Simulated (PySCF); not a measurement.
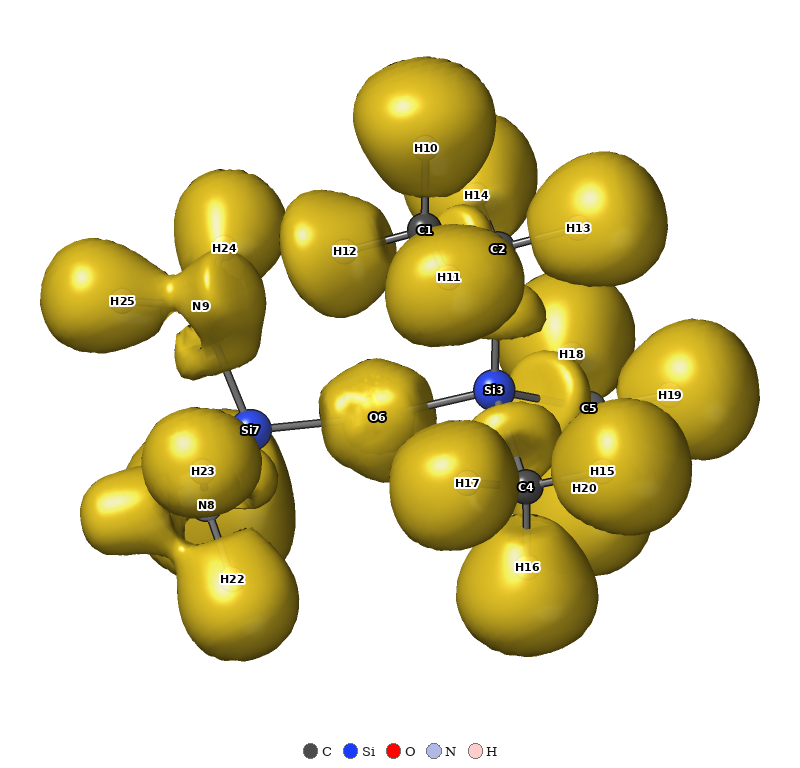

Figure. C₄H₁₆N₂OSi₂ (SMILES CC[Si](C)(C)O[SiH](N)N). Isosurface of the ELF at 0.8 (yellow), seen at a tilt. Only the valence region is drawn (cores and ρ < 0.01 e/Å³ removed).

Geometry: GFN2-xTB.

Computed with PBE0/pcSseg-1, SCF density, gas phase, non-relativistic (PySCF 2.14.0).

The calculation's input:

```
{"job": {"kind": "nmr", "xc": "PBE0", "basis": "pcSseg-1"}, "charge": 0, "multiplicity": 1}
C      1.533418     1.186291     1.319168
C      1.702640     0.962940    -0.180266
Si     0.611470    -0.451831    -0.860531
C      0.956325    -2.073675     0.083014
C      0.889145    -0.689197    -2.727161
O     -0.961423    -0.071156    -0.688090
Si    -2.266799     0.312211     0.210449
N     -2.611937    -0.691793     1.564073
N     -1.962737     1.861492     0.906261
H      2.126098     2.035217     1.657260
H      1.853515     0.308394     1.874901
H      0.489638     1.378761     1.551642
H      2.753198     0.761883    -0.392955
H      1.457813     1.890735    -0.699779
H      2.001463    -2.362130     0.026946
H      0.369557    -2.892320    -0.323909
H      0.695213    -1.976462     1.132866
H      0.687885     0.223316    -3.278959
H      1.912413    -0.983584    -2.935322
H      0.236807    -1.460947    -3.122589
H     -3.361844     0.155716    -0.740583
H     -2.732639    -1.677323     1.404047
H     -2.094974    -0.542914     2.415314
H     -1.633553     2.584760     0.287630
H     -2.661626     2.235761     1.525708
```

Launched as:

```sh
OMP_NUM_THREADS=1 python probes_run.py task.json out
```

**Where are the electrons localised?**

At this value the surface marks out one region between bonded C–C atoms (shared pairs), three regions between bonded C–Si atoms (shared pairs), twelve regions around hydrogen nuclei, one region wrapped around O (its lone pairs, merged into a ring or cap) and two joined regions spread over several atoms (H, N), in which their bonds and any lone pairs are merged. Profiles from the grid: C–C (1.53 Å): the ELF peaks at about 0.95 between the atoms (a covalent bond). Si–O (1.63 Å): the ELF peaks at about 0.85 between the atoms (a short, strongly polar bond).
